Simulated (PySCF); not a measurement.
# C$_{4}$H$_{12}$B$_{2}$Si (SMILES BBC[SiH2]CC=C): what the fields show

```
atom    x (Å)    y (Å)    z (Å)
   B  -2.6580   1.4484   0.7470
   B  -2.5390   0.2270  -0.3195
   C  -1.7714  -1.1119  -0.0497
  Si  -0.0141  -1.0096  -0.8008
   C   1.0156   0.3256   0.0991
   C   2.3677   0.4486  -0.5052
   C   3.4808  -0.0158   0.0338
   H  -1.8627   2.3079   0.8427
   H  -3.5731   1.5595   1.4753
   H  -3.0342   0.3075  -1.3882
   H  -2.2467  -1.9674  -0.5283
   H  -1.6604  -1.3518   1.0081
   H   0.6455  -2.3146  -0.6275
   H  -0.0746  -0.7038  -2.2373
   H   0.4946   1.2816   0.0322
   H   1.1043   0.0718   1.1565
   H   2.3987   0.9360  -1.4713
   H   3.4803  -0.5093   0.9922
   H   4.4369   0.0795  -0.4515
```

Geometry: GFN2-xTB.

All numbers below come from PySCF, PBE0/pcSseg-1, SCF density, gas phase, non-relativistic.

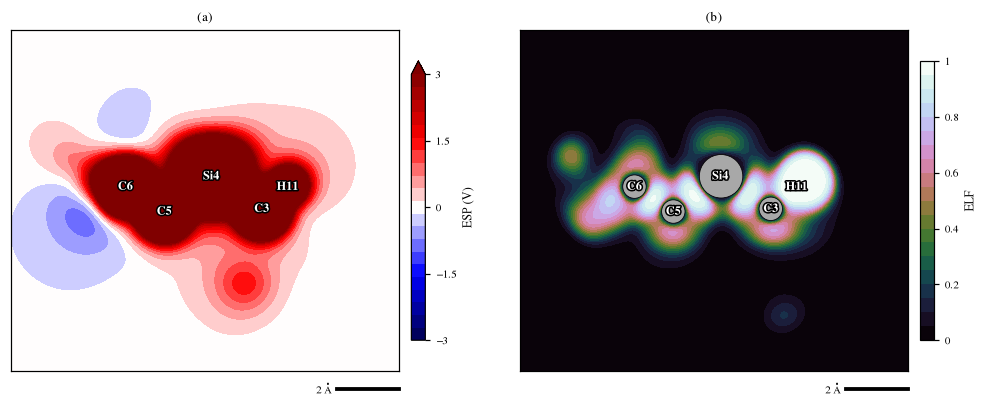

Figure 1. (a) electrostatic potential; (b) electron localisation function on the plane of atoms Si4, C5 and C6. Grey discs cover the atomic cores in the ELF map.

Question: Read the bonding off the picture.

Answer: The section cuts through C, Si and H sites.
C–Si (1.91 Å): the ELF peaks at about 0.95 between the atoms, as expected for a covalent bond.
C–H (1.09 Å): the ELF climbs to about 1 towards the hydrogen, as it does in any bond to H; an ordinary covalent bond to hydrogen.
C–C (1.49 Å): the ELF peaks at about 0.95 between the atoms, as expected for localised, covalent bonding.
Outside the dense part of the molecule the potential is most negative (−0.9 V) near C7, which lies off the plane.

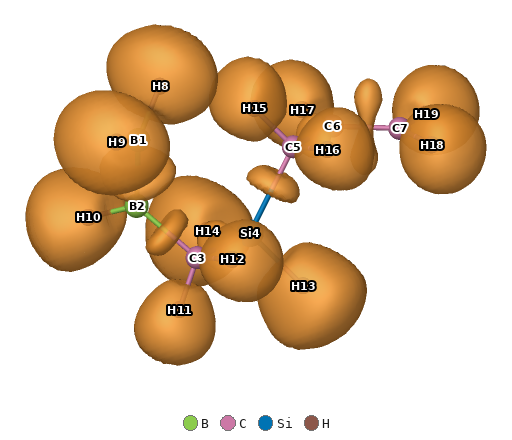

Figure 2. Isosurface of the ELF at 0.85 (orange), seen at an oblique angle. Core shells and regions of very low density are left out.

Question: Identify the bonds, lone pairs and shells in this picture.

Answer: The ELF exceeds this value in one region between bonded B–B atoms (shared pairs), one region between bonded B–C atoms (shared pairs), two regions between bonded C–C atoms (shared pairs), two regions between bonded C–Si atoms (shared pairs) and twelve regions around hydrogen nuclei. Along the contacts the grid gives the following. C–C (1.32 Å): the ELF peaks at about 0.95 between the atoms (a short, multiple covalent bond). C–B (1.57 Å): the ELF peaks at about 0.95 between the atoms, as expected for a covalent bond.

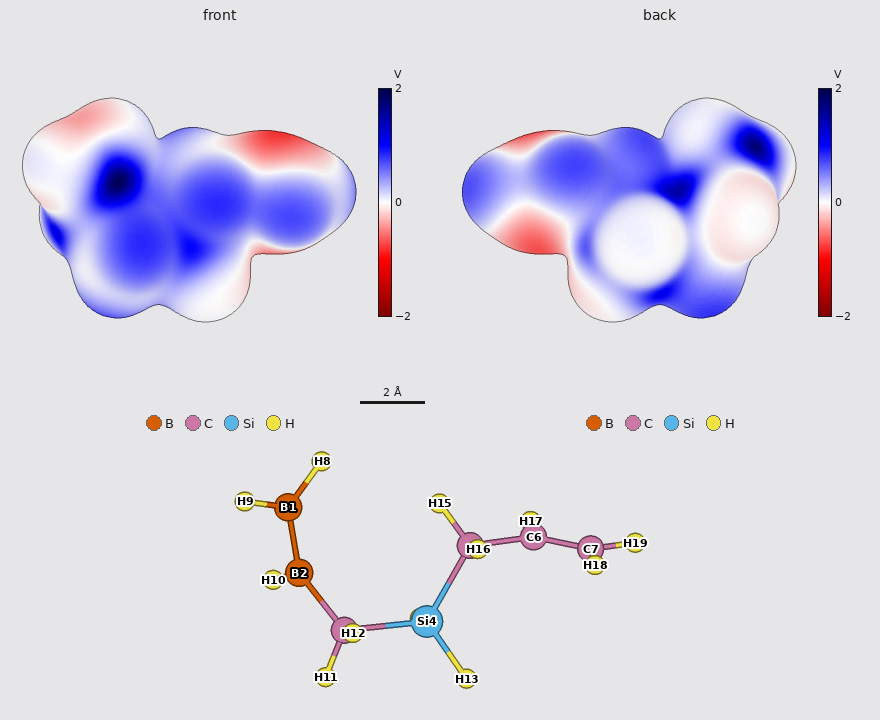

Figure 3. The molecular electrostatic potential painted on the density surface at 0.002 e/bohr³, seen from the front and from behind; red is negative and blue positive. The bare structure is drawn below in the same view.

Question: Where is the surface potential most negative and most positive?

Answer: The most negative region (about −0.8 V, or −18 kcal/mol for a unit charge) lies over the π face of C6 and C7, the most positive (about +1.7 V, or +39 kcal/mol for a unit charge) over B1.

Question: What dipole moment does the calculation give?

Answer: Its dipole moment is 0.48 D.
